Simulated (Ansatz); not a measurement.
# CCSD/STO-3G run of BClF2 (chlorodifluoroborane)

Aim: the vertical ionisation energy of BClF2 (chlorodifluoroborane) at CCSD/STO-3G, from 2 runs. 

The calculation is run with Ansatz 0.2.0.

66 further runs of the same task are left out: 7 that didn't finish, 59 set aside as unsound or not needed.

## Step 1: Starting point

BClF2: 4 atoms, total charge 0, spin state singlet. SMILES: `FB(F)Cl`. Geometry: relaxed at PBE0-D4/def2-TZVP.

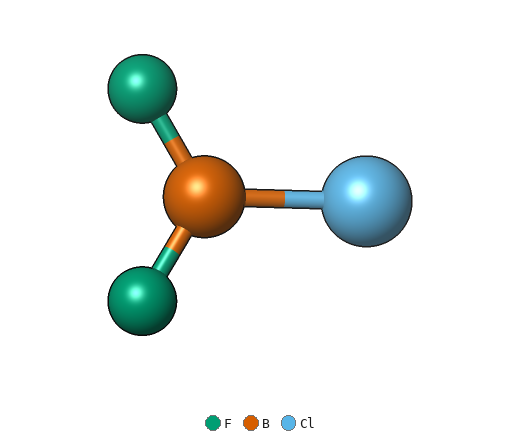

Viewed from a chosen angle; fluorine teal, boron orange, chlorine blue.

## Step 2: A single-point energy at CCSD/STO-3G

The input, run.yaml:

```yaml
basis:
  gaussian:
    orbitals: STO-3G
crystal:
  periodic: [false, false, false]
  atoms:
    - {symbol: F, position_ang: [-0.173700, -1.254300, -0.546300]}
    - {symbol: B, position_ang: [-0.067100, -0.041300, -0.062000]}
    - {symbol: F, position_ang: [-1.011600, 0.830100, -0.317700]}
    - {symbol: Cl, position_ang: [1.307900, 0.405300, 0.905700]}
correlation:
  method: ccsd
  frozen_orbitals: {B: 1, Cl: 5, F: 1}
accuracy: high
scf:
  omitted_lower_state_checks: [cluster_reference, increment]
```

The run is started by

```console
$ ansatz run run.yaml --threads 1 --pin off --max-ram 2610MiB --events-out events.jsonl --progress --plain --runs-dir runs
```

What it wrote, cut to the lines that bear on the results:

```text
Warning: RAYON_NUM_THREADS=1 ignored (pool sized by the plan → 1); use --threads N
Functional definition: HF
  name "HF"
[...]
443 factors; integrals over basis functions are off by at most 3.2e-8 eV
[...]
mean field -18372.91535684 eV, -675.1921857546 hartree, gradient 1.9e-8 eV, S^2 0.000000; 0 other end points of the search recorded, 0 dependent functions left out
8 core orbitals not correlated: weight in the atoms' cores, before any rotation towards them, 1.000 or more for the frozen orbitals, at most 0.000 for the correlated occupied ones
reference -18372.91535684 eV, -675.1921857546 hartree; 12, 12 occupied and 4, 4 virtual orbitals, 443 factors
second order -2.38083208 eV of doubles, -0.00000000 eV of singles
cycle   1  -2.46623040 eV  change   -8.5e-2 eV  update   8.3e-2
[...]
cycle  17  -2.68987000 eV  change   5.7e-10 eV  update   1.4e-9
Total energy: -18375.60522684 eV, -675.2910366539 hartree
Checks for a lower state left out: cluster_reference, increment
```

Wall time 0.24 s (1 thread of Arm Neoverse V1, shared host).

## Step 3: The doublet cation at the same level

The input, input.yaml:

```yaml
crystal:
  periodic: [false, false, false]
  atoms:
    - {symbol: F, position_ang: [-0.173700, -1.254300, -0.546300]}
    - {symbol: B, position_ang: [-0.067100, -0.041300, -0.062000]}
    - {symbol: F, position_ang: [-1.011600, 0.830100, -0.317700]}
    - {symbol: Cl, position_ang: [1.307900, 0.405300, 0.905700]}
basis:
  gaussian: {orbitals: STO-3G}
total_charge: 1
magnetization: {spin_polarized: true, initial_magnetization: 1}
correlation: {method: ccsd, frozen_orbitals: {B: 1, Cl: 5, F: 1}}
accuracy: high
scf: {omitted_lower_state_checks: [cluster_reference, increment]}
```

The run is started by

```console
$ ansatz run input.yaml --threads 1 --pin off --max-ram 2610MiB --events-out events.jsonl --progress --plain --runs-dir runs
```

What it wrote, cut to the lines that bear on the results:

```text
Warning: RAYON_NUM_THREADS=1 ignored (pool sized by the plan → 1); use --threads N
[... 2 set-up lines as earlier in the session ...]
[...]
443 factors; integrals over basis functions are off by at most 3.2e-8 eV
[...]
mean field -18362.27171056 eV, -674.8010389681 hartree, gradient 1.7e-8 eV, S^2 0.751433; 9 other end points of the search recorded, 0 dependent functions left out
8 core orbitals not correlated: weight in the atoms' cores, before any rotation towards them, 1.000 or more for the frozen orbitals, at most 0.000 for the correlated occupied ones
reference -18362.27171056 eV, -674.8010389681 hartree; 12, 11 occupied and 4, 5 virtual orbitals, 443 factors
second order -2.70571785 eV of doubles, -0.00000000 eV of singles
cycle   1  -2.72285654 eV  change   -1.7e-2 eV  update   1.1e-1
[...]
cycle  28  -3.05906898 eV  change   -1.3e-9 eV  update   2.5e-9
Total energy: -18365.33077954 eV, -674.9134576797 hartree
Checks for a lower state left out: cluster_reference, increment
```

It took 1.1 s on 1 thread of Arm Neoverse V1, shared host.

## Step 4: Results

Level: CCSD/STO-3G, 8 core orbitals frozen.

| quantity | value |
| --- | --- |
| singlet BClF2: total energy | -675.29104 Eh |
| singlet BClF2: correlation energy (8 core orbitals frozen) | -98.9 mEh |
| singlet BClF2: T1 diagnostic | 0.014 |
| doublet cation: total energy | -674.91346 Eh |
| doublet cation: correlation energy (8 core orbitals frozen) | -112.4 mEh |
| doublet cation: ⟨S²⟩ of the reference determinant | 0.751 |
| doublet cation: T1 diagnostic | 0.027 |
| vertical ionisation energy (to the doublet cation) | 10.274 eV |

**Reading.** The vertical ionisation energy comes to 10.27 eV (237 kcal/mol). In a minimal basis such a difference can be off by several eV, whatever the method.
